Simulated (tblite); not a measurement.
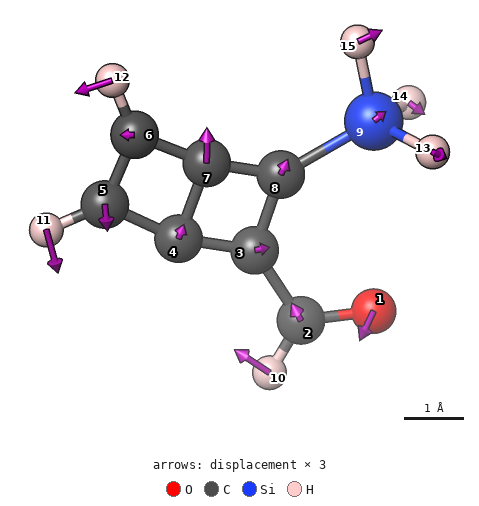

A relaxation of C7H6OSi (charge −1, multiplicity 2). The starting structure is drawn; purple arrows show the displacements, 3 times their true length. The two geometries are superimposed by the best rigid fit.

The picture is a ball-and-stick view, seen at a tilt.

All numbers below come from tblite 0.8.0, GFN2-xTB geometry optimisation, gas phase. 

What did the optimiser do to the structure, and how much energy did it gain?

Answer. The atom that moves furthest after the best rigid fit is H11 (0.28 Å). By element the largest moves are H 0.28 Å, C 0.22 Å, O 0.20 Å, Si 0.09 Å. Some distances before and after: C2–C3 1.554 → 1.390 Å, C5–C6 1.345 → 1.474 Å, C4–C7 1.437 → 1.552 Å, C4–C5 1.457 → 1.369 Å. Bond angles that change, for instance: C3–C4–C5 163.9° → 176.2°, O1–C2–C3 117.0° → 127.6°, C6–C7–C8 167.6° → 178.1°. The energy falls by 158.7 kJ/mol in 33 geometry steps.
